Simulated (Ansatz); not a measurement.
# Geometry relaxation of SnH$_{4}$O

SnH$_{4}$O, computed with RKS PBE0/def2-TZVP (Ansatz 0.2.0).

It belongs to a series of runs on one base structure; here: start relaxed. Figures and captions count atoms from 1; the log counts them from 0 in places.

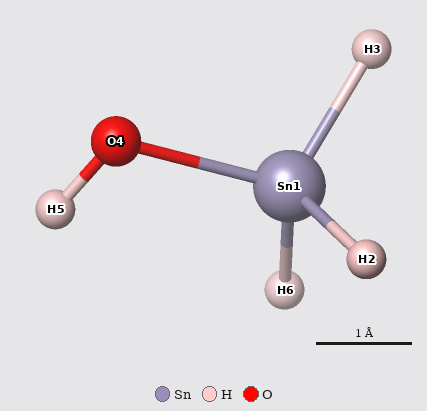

*The structure as given in the input (ball-and-stick view, seen at a tilt; atoms are numbered from 1 in the order of the input). Sticks mark near contacts.*

Bond lengths as drawn: H–O 1.01 Å, H–Sn 1.74 Å and O–Sn 1.96 Å.

Key numbers:

| quantity | value |
| --- | --- |
| outcome | converged |
| total energy | −7942.1694 eV |
| mean-field energy | −7942.1694 eV |
| largest force (length of the vector) at the end | 0.001 eV/Å |
| hardware | 4 threads of AMD EPYC (Zen 3), 32 GiB of memory available, shared host |
| wall time | 20 s (CPU time 68 s) |
| peak memory | 0.19 GiB |

Input:
```yaml
crystal:
  periodic: [false, false, false]
  atoms:
    - { symbol: Sn, position_ang: [0.0, 0.0, 0.0] }
    - { symbol: H, position_ang: [0.0, 0.0, 1.74] }
    - { symbol: H, position_ang: [1.6408, 0.0, -0.5794] }
    - { symbol: O, position_ang: [-0.9232, 1.5994, -0.6527] }
    - { symbol: H, position_ang: [-1.881, 1.3686, -0.8751] }
    - { symbol: H, position_ang: [-0.8195, -1.4198, -0.5794] }
basis:
  gaussian: { orbitals: def2-TZVP }
hamiltonian:
  xc: pbe0
relax:
  f_tol: 0.02
  max_steps: 40
output:
  orbitals: {}
```

Run as:
```bash
ansatz run input.yaml --threads 4 --pin off --max-ram 5120MiB --backend cpu --events-out ev --progress --plain --runs-dir out
```

Output:
```
The last accepted step is kept in [file] (removed where the run ends without a failure and the disk answers)
Engine: ansatz 0.2.0, x86_64-unknown-linux-gnu
Functional definition: PBE0
  parameter a = 0.25
  parameter kappa = 0.804
  parameter beta = 0.06672455060314922
  exchange = (1 - a)*pbe_x(kappa = kappa, mu = beta*pi^2/3) + a*exact_x
  correlation = pbe_c(beta = beta)
788 factors; their error is unknown
mean field evaluation 1: about -7936.9165 eV, gradient 5.5e1 eV
mean field evaluation 2: about -7916.0835 eV, gradient 1.1e2 eV
mean field evaluation 4: about -7941.9677 eV, gradient 2.7e0 eV
mean field evaluation 8: about -7941.9813 eV, gradient 2.6e-2 eV
mean field evaluation 16: about -7942.0606 eV, gradient 7.4e-5 eV
mean field -7942.06056415 eV, -291.8653424104 hartree, gradient 7.4e-5 eV, S^2 0.000000; 0 other end points of the search recorded, 0 dependent functions left out
the calculation of the forces begins
reference -7942.06059802 eV, -291.8653436552 hartree; 17, 17 occupied and 88, 88 virtual orbitals, 788 factors
relax step   1: F+E_penalty+E_count = -7942.06056415 eV  Δ(F+E_penalty+E_count) = +0.000e0 eV  max|allowed force component| = 2.185e0 eV/Å  Δτ_max = 0.0000 Å  (24 SCF iters, accepted)
these checks for a lower state are left out or cut short: starts, cluster_reference, orbital_swaps, neighbouring_geometries, increment
788 factors; their error is unknown
mean field -7942.14156701 eV, -291.8683192108 hartree, gradient 1.7e-5 eV, S^2 0.000000; 0 other end points of the search recorded, 0 dependent functions left out
[... from here on the field's lines of each further geometry are left out, up to the last ...]
relax step   2: F+E_penalty+E_count = -7942.14156701 eV  Δ(F+E_penalty+E_count) = -8.100e-2 eV  max|allowed force component| = 8.122e-1 eV/Å  Δτ_max = 0.1253 Å  (27 SCF iters, accepted)
relax step   3: F+E_penalty+E_count = -7942.16412754 eV  Δ(F+E_penalty+E_count) = -2.256e-2 eV  max|allowed force component| = 1.079e-1 eV/Å  Δτ_max = 0.0450 Å  (29 SCF iters, accepted)
relax step   4: F+E_penalty+E_count = -7942.16500618 eV  Δ(F+E_penalty+E_count) = -8.786e-4 eV  max|allowed force component| = 5.550e-2 eV/Å  Δτ_max = 0.0167 Å  (29 SCF iters, accepted)
relax step   5: F+E_penalty+E_count = -7942.16681802 eV  Δ(F+E_penalty+E_count) = -1.812e-3 eV  max|allowed force component| = 4.670e-2 eV/Å  Δτ_max = 0.0913 Å  (27 SCF iters, accepted)
relax step   6: F+E_penalty+E_count = -7942.16878938 eV  Δ(F+E_penalty+E_count) = -1.971e-3 eV  max|allowed force component| = 1.023e-2 eV/Å  Δτ_max = 0.0768 Å  (28 SCF iters, accepted)
relax step   7: F+E_penalty+E_count = -7942.15661937 eV  Δ(F+E_penalty+E_count) = +1.217e-2 eV  max|allowed force component| = 1.050e0 eV/Å  Δτ_max = 0.0951 Å  (27 SCF iters, rejected (line search))
relax step   8: F+E_penalty+E_count = -7942.16890774 eV  Δ(F+E_penalty+E_count) = -1.184e-4 eV  max|allowed force component| = 4.900e-2 eV/Å  Δτ_max = 0.0134 Å  (29 SCF iters, accepted)
relax step   9: F+E_penalty+E_count = -7942.16926231 eV  Δ(F+E_penalty+E_count) = -3.546e-4 eV  max|allowed force component| = 2.811e-3 eV/Å  Δτ_max = 0.0335 Å  (28 SCF iters, accepted)
relax step  10: F+E_penalty+E_count = -7942.16918851 eV  Δ(F+E_penalty+E_count) = +7.380e-5 eV  max|allowed force component| = 1.432e-1 eV/Å  Δτ_max = 0.0344 Å  (28 SCF iters, rejected (line search))
relax step  11: F+E_penalty+E_count = -7942.16934439 eV  Δ(F+E_penalty+E_count) = -8.208e-5 eV  max|allowed force component| = 8.003e-3 eV/Å  Δτ_max = 0.0168 Å  (29 SCF iters, accepted)
relax step  12: F+E_penalty+E_count = -7942.16918559 eV  Δ(F+E_penalty+E_count) = +1.588e-4 eV  max|allowed force component| = 1.210e-1 eV/Å  Δτ_max = 0.0327 Å  (28 SCF iters, rejected (line search))
relax step  13: F+E_penalty+E_count = -7942.16937422 eV  Δ(F+E_penalty+E_count) = -2.983e-5 eV  max|allowed force component| = 2.433e-2 eV/Å  Δτ_max = 0.0159 Å  (29 SCF iters, accepted)
relax step  14: F+E_penalty+E_count = -7942.16937151 eV  Δ(F+E_penalty+E_count) = +2.709e-6 eV  max|allowed force component| = 2.635e-2 eV/Å  Δτ_max = 0.0088 Å  (30 SCF iters, rejected (line search))
the calculation of the forces begins
reference -7942.16942782 eV, -291.8693430767 hartree; 17, 17 occupied and 88, 88 virtual orbitals, 788 factors
relax step  15: F+E_penalty+E_count = -7942.16939399 eV  Δ(F+E_penalty+E_count) = -1.977e-5 eV  max|allowed force component| = 5.452e-4 eV/Å  Δτ_max = 0.0037 Å  (30 SCF iters, accepted)
788 factors; their error is unknown
mean field evaluation 128: about -7942.1694 eV, gradient 1.0e-3 eV
```

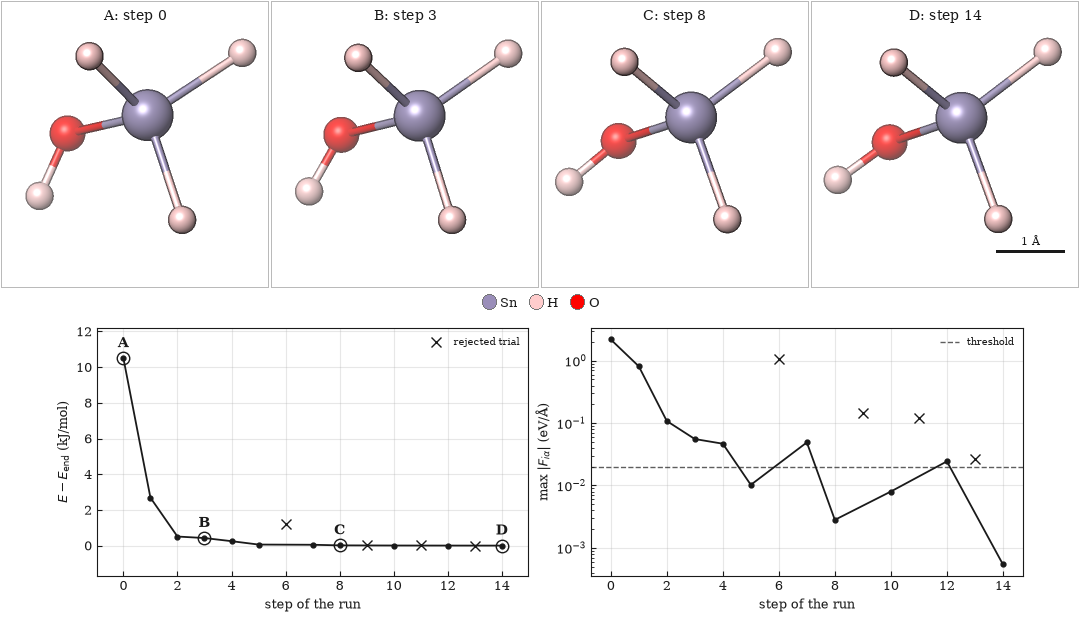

*Frames of the relaxation (ball-and-stick view, seen at a tilt) above the curves, on which the letters mark them (the first geometry is step 0 here and step 1 in the log).*

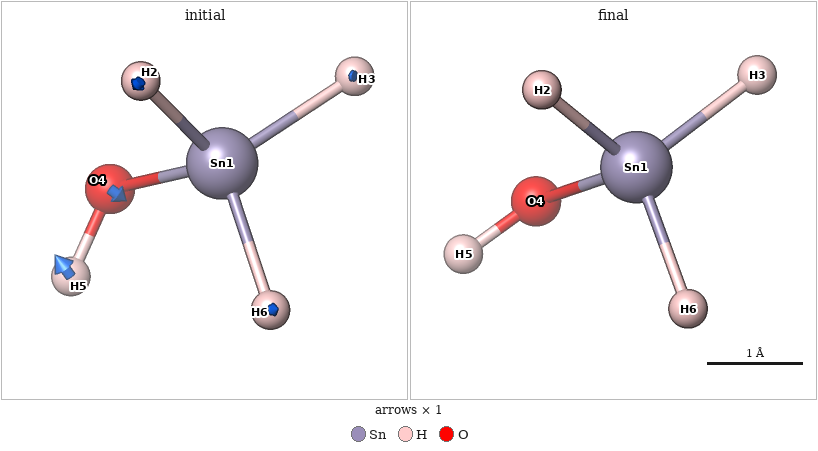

*Before (left) and after (right) the relaxation, at one scale (ball-and-stick view, seen at a tilt). The blue arrows give the displacements, at true length.*

H5 moves most after the best rigid fit: 0.30 Å. Largest moves by element: H 0.30 Å, O 0.23 Å, Sn 0.08 Å. Among the contacts that change: O4–H5 1.010 → 0.959 Å, Sn1–H3 1.740 → 1.698 Å, Sn1–H2 1.740 → 1.709 Å, Sn1–O4 1.959 → 1.970 Å. Among the angles that change: H3–Sn1–O4 109.5° → 103.1°, Sn1–O4–H5 109.5° → 113.2°, H2–Sn1–H3 109.4° → 112.7°. Over 14 geometry steps the energy falls by 10.5 kJ/mol. The largest force component goes from 2.2 to 0.00055 eV/Å. The line search rejected the trial steps at points 6, 9, 11, 13 (counted from 0) and went back. (Atoms are counted from 1 in the order of the input.)

```
mean field -7942.16939399 eV, -291.8693418333 hartree, gradient 6.2e-5 eV, S^2 0.000000; 1 other end points of the search recorded, 0 dependent functions left out
the calculation of the forces begins
reference -7942.16942782 eV, -291.8693430767 hartree; 17, 17 occupied and 88, 88 virtual orbitals, 788 factors
Total energy: -7942.16942782 eV, -291.8693430767 hartree
Atom 0 at     0.007271    -0.076140    -0.019594 Å, force    -0.000181     0.000301    -0.000231 eV/Å
Atom 1 at    -0.119784     0.057642     1.679860 Å, force    -0.000088     0.000235     0.000024 eV/Å
Atom 2 at     1.606325     0.073752    -0.572001 Å, force     0.000089    -0.000029     0.000039 eV/Å
Atom 3 at    -0.895229     1.472052    -0.838003 Å, force     0.000061    -0.000545     0.000138 eV/Å
Atom 4 at    -1.828465     1.523829    -0.621898 Å, force     0.000034     0.000334     0.000213 eV/Å
Atom 5 at    -0.753018    -1.502934    -0.574965 Å, force     0.000086    -0.000297    -0.000184 eV/Å
Dipole moment:    -0.110877    -0.265886     0.212145 e Å
```

Trajectory as extended XYZ (Å, eV, eV/Å), 15 frames, from step=1 to step=15:
```
6
Properties=species:S:1:pos:R:3:forces:R:3 step=1 energy=-7942.06056
Sn    0.0000    0.0000    0.0000    0.5395  -0.7699   0.3467
H     0.0000    0.0000    1.7400   -0.0482   0.0843  -0.4013
H     1.6408    0.0000   -0.5794   -0.4860   0.1567   0.0911
O    -0.9232    1.5994   -0.6527   -2.1854  -0.3961  -0.5804
H    -1.8810    1.3686   -0.8751    2.0928   0.5837   0.4685
H    -0.8195   -1.4198   -0.5794    0.0872   0.3413   0.0754
6
Properties=species:S:1:pos:R:3:forces:R:3 step=2 energy=-7942.14157
Sn    0.0226   -0.0799    0.0304   -0.0886   0.2549  -0.1289
H    -0.0314    0.0298    1.7183    0.0387  -0.0864   0.2077
H     1.5751    0.1024   -0.6094    0.1818  -0.1148  -0.0095
O    -0.8769    1.5356   -0.6470   -0.8122  -0.0815  -0.2104
H    -1.8097    1.3545   -0.8590    0.6708   0.2112   0.1496
H    -0.8626   -1.3942   -0.5800    0.0095  -0.1833  -0.0085
6
Properties=species:S:1:pos:R:3:forces:R:3 step=3 energy=-7942.16413
Sn    0.0130   -0.0548    0.0184   -0.0555   0.1077  -0.0595
H    -0.0226    0.0109    1.7227   -0.0026   0.0005   0.0179
H     1.5942    0.0657   -0.5944    0.0012  -0.0017   0.0004
O    -0.9047    1.5541   -0.6725    0.0619  -0.1079   0.0379
H    -1.8333    1.3918   -0.8502   -0.0116   0.0214   0.0042
H    -0.8295   -1.4195   -0.5705    0.0067  -0.0199  -0.0009
6
Properties=species:S:1:pos:R:3:forces:R:3 step=4 energy=-7942.16501
Sn    0.0108   -0.0544    0.0147   -0.0095   0.0289  -0.0124
H    -0.0286    0.0140    1.7206   -0.0043   0.0002  -0.0027
H     1.5944    0.0646   -0.5933   -0.0036   0.0031   0.0013
O    -0.9010    1.5507   -0.6812   -0.0063  -0.0555   0.0022
H    -1.8363    1.4012   -0.8367    0.0196   0.0241   0.0104
H    -0.8222   -1.4279   -0.5706    0.0043  -0.0008   0.0012
6
Properties=species:S:1:pos:R:3:forces:R:3 step=5 energy=-7942.16682
Sn    0.0133   -0.0645    0.0037   -0.0467   0.0041  -0.0027
H    -0.0588    0.0278    1.7088    0.0001  -0.0032  -0.0096
H     1.6027    0.0683   -0.5840   -0.0124   0.0034   0.0021
O    -0.8920    1.5188   -0.7404    0.0036   0.0411  -0.0273
H    -1.8491    1.4522   -0.7621    0.0408  -0.0385   0.0314
H    -0.7990   -1.4544   -0.5726    0.0145  -0.0069   0.0061
6
Properties=species:S:1:pos:R:3:forces:R:3 step=6 energy=-7942.16879
Sn    0.0089   -0.0688   -0.0078    0.0032   0.0068  -0.0053
H    -0.0883    0.0409    1.6949   -0.0047   0.0027   0.0009
H     1.6025    0.0713   -0.5785    0.0040  -0.0013   0.0004
O    -0.8872    1.5015   -0.7912   -0.0007  -0.0102   0.0003
H    -1.8411    1.4805   -0.6912   -0.0005   0.0051   0.0055
H    -0.7778   -1.4772   -0.5728   -0.0013  -0.0031  -0.0018
6
Properties=species:S:1:pos:R:3:forces:R:3 step=7 energy=-7942.15662 accepted=F
Sn    0.0079   -0.0743   -0.0212    0.0290  -0.0097  -0.0157
H    -0.1241    0.0588    1.6781   -0.0053   0.0103  -0.0031
H     1.6073    0.0730   -0.5697    0.0232  -0.0092   0.0005
O    -0.8856    1.4736   -0.8540   -1.0503   0.0114   0.3175
H    -1.8333    1.5167   -0.6036    1.0038   0.0011  -0.2994
H    -0.7550   -1.4996   -0.5763   -0.0004  -0.0039   0.0002
6
Properties=species:S:1:pos:R:3:forces:R:3 step=8 energy=-7942.16891
Sn    0.0099   -0.0696   -0.0110   -0.0029   0.0058   0.0041
H    -0.0955    0.0462    1.6909    0.0016  -0.0021   0.0006
H     1.6051    0.0692   -0.5776    0.0000   0.0016   0.0003
O    -0.8878    1.4987   -0.7968   -0.0482  -0.0133   0.0010
H    -1.8407    1.4847   -0.6784    0.0490   0.0080  -0.0032
H    -0.7740   -1.4809   -0.5737    0.0005   0.0000  -0.0028
6
Properties=species:S:1:pos:R:3:forces:R:3 step=9 energy=-7942.16926
Sn    0.0084   -0.0727   -0.0147    0.0009   0.0002  -0.0005
H    -0.1061    0.0507    1.6864   -0.0013   0.0007  -0.0007
H     1.6055    0.0720   -0.5746   -0.0013   0.0001   0.0004
O    -0.8908    1.4854   -0.8177    0.0005  -0.0025  -0.0018
H    -1.8355    1.5040   -0.6516    0.0002   0.0020   0.0028
H    -0.7644   -1.4912   -0.5744    0.0011  -0.0004  -0.0003
6
Properties=species:S:1:pos:R:3:forces:R:3 step=10 energy=-7942.16919 accepted=F
Sn    0.0073   -0.0765   -0.0194    0.0020  -0.0003   0.0038
H    -0.1198    0.0574    1.6802    0.0015  -0.0014  -0.0018
H     1.6059    0.0740   -0.5731    0.0011  -0.0020   0.0019
O    -0.8932    1.4735   -0.8362   -0.1432   0.0091   0.0272
H    -1.8301    1.5233   -0.6237    0.1391  -0.0080  -0.0304
H    -0.7531   -1.5035   -0.5744   -0.0004   0.0025  -0.0008
6
Properties=species:S:1:pos:R:3:forces:R:3 step=11 energy=-7942.16934
Sn    0.0085   -0.0740   -0.0172   -0.0045  -0.0019   0.0018
H    -0.1129    0.0543    1.6830    0.0010   0.0002   0.0003
H     1.6067    0.0719   -0.5733   -0.0011   0.0020  -0.0002
O    -0.8930    1.4794   -0.8268   -0.0047   0.0011  -0.0020
H    -1.8330    1.5127   -0.6375    0.0080  -0.0003   0.0008
H    -0.7592   -1.4961   -0.5747    0.0013  -0.0011  -0.0007
6
Properties=species:S:1:pos:R:3:forces:R:3 step=12 energy=-7942.16919 accepted=F
Sn    0.0045   -0.0792   -0.0210    0.0195   0.0075   0.0003
H    -0.1225    0.0620    1.6780   -0.0075  -0.0074  -0.0022
H     1.6042    0.0757   -0.5702    0.0043  -0.0063  -0.0019
O    -0.8950    1.4679   -0.8445   -0.1210   0.0040   0.0282
H    -1.8258    1.5318   -0.6119    0.1078  -0.0044  -0.0300
H    -0.7484   -1.5099   -0.5770   -0.0030   0.0066   0.0057
6
Properties=species:S:1:pos:R:3:forces:R:3 step=13 energy=-7942.16937
Sn    0.0079   -0.0752   -0.0190   -0.0025  -0.0044  -0.0011
H    -0.1195    0.0556    1.6807    0.0028   0.0040  -0.0003
H     1.6064    0.0739   -0.5734   -0.0007   0.0002   0.0028
O    -0.8943    1.4736   -0.8365   -0.0243   0.0013   0.0064
H    -1.8293    1.5218   -0.6249    0.0240  -0.0004  -0.0051
H    -0.7541   -1.5014   -0.5736    0.0007  -0.0007  -0.0028
6
Properties=species:S:1:pos:R:3:forces:R:3 step=14 energy=-7942.16937 accepted=F
Sn    0.0064   -0.0773   -0.0205    0.0050   0.0049   0.0010
H    -0.1201    0.0604    1.6788   -0.0044  -0.0046  -0.0004
H     1.6064    0.0737   -0.5699    0.0005  -0.0014  -0.0035
O    -0.8960    1.4701   -0.8406   -0.0264   0.0001   0.0060
H    -1.8278    1.5262   -0.6174    0.0249  -0.0005  -0.0069
H    -0.7519   -1.5048   -0.5769    0.0004   0.0014   0.0038
6
Properties=species:S:1:pos:R:3:forces:R:3 step=15 energy=-7942.16939
Sn    0.0073   -0.0761   -0.0196   -0.0002   0.0003  -0.0002
H    -0.1198    0.0576    1.6799   -0.0001   0.0002   0.0000
H     1.6063    0.0738   -0.5720    0.0001   0.0000   0.0000
O    -0.8952    1.4721   -0.8380    0.0001  -0.0005   0.0001
H    -1.8285    1.5238   -0.6219    0.0000   0.0003   0.0002
H    -0.7530   -1.5029   -0.5750    0.0001  -0.0003  -0.0002
```

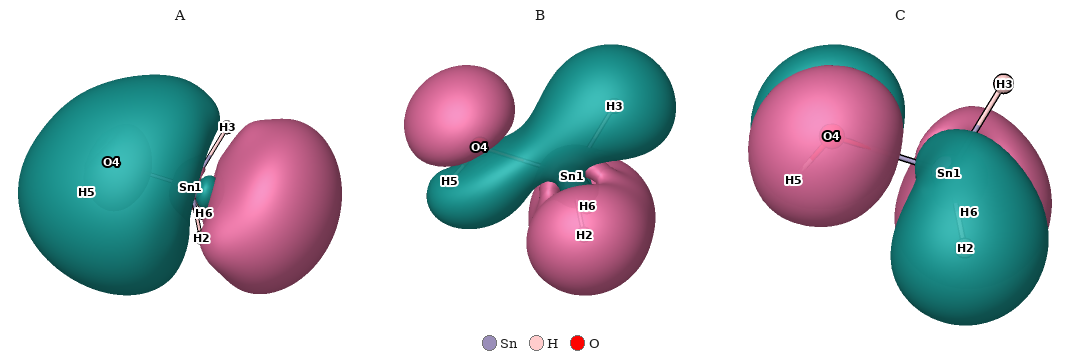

*Three frontier orbitals at ±0.05 Å⁻³ᐟ² (teal and pink are the two phases).*

B is the HOMO−1 (−8.96 eV). It lies mainly on O4 (40 %), Sn1 (25 %), H3 (10 %), H2 (10 %) and H6 (10 %). C is the HOMO (−8.20 eV). A is the LUMO (−0.54 eV). It lies mainly on Sn1 (60 %), O4 (15 %) and H5 (10 %). The HOMO–LUMO gap is 7.66 eV between the orbital energies.

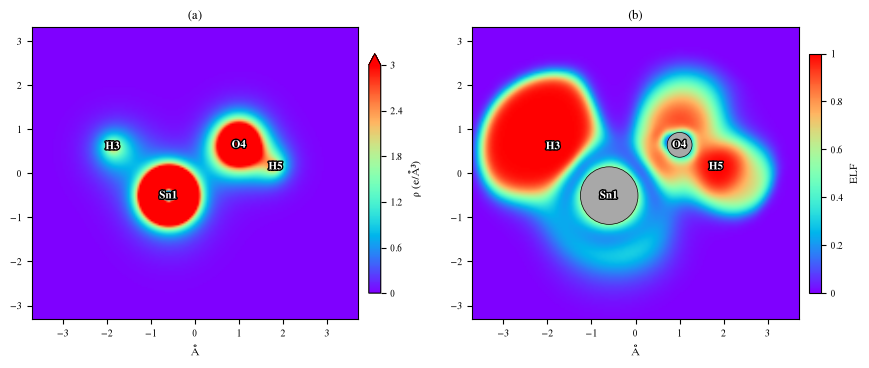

*(a) electron density; (b) ELF on the plane of atoms Sn1, O4 and H5. Grey discs, where drawn, cover atomic cores.*

Atoms in the plane: Sn, H and O. Sn–H (1.70 Å): ρ at the midpoint is about 1.2 e/Å³, with its minimum of 0.79 e/Å³ about 1.1 Å from Sn; the ELF climbs to about 1 towards the hydrogen.
